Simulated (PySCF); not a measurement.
C₂H₇BSi, SMILES B[SiH2]C=C, singlet at its GFN2-xTB optimised geometry (Å):

```
11

B      1.5379    -1.6085     0.0000
Si    -0.4183    -1.6085     0.0000
C     -1.0831     0.1672     0.0000
C     -0.3321     1.2555    -0.0551
H      2.1585    -1.7616    -0.9804
H      2.1490    -1.4352     0.9837
H     -1.0783    -2.2539    -1.1547
H     -1.0551    -2.2526     1.1689
H     -2.1585     0.2921     0.0468
H      0.7454     1.2016    -0.1033
H     -0.7459     2.2539    -0.0547
```

Calculation: PySCF with PBE0/def2-TZVP. Cells within 0.4 Å of a nucleus heavier than hydrogen are left out (blank, or x).

Map of the Laplacian of the electron density (e/bohr⁵), clipped to [-1.50, 1.50] on the plane z = 0.0 Å:

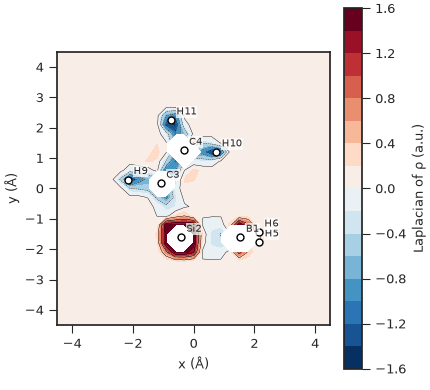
Laplacian of the electron density (e/bohr⁵), clipped to [-1.50, 1.50] on the plane z = 0.0 Å.
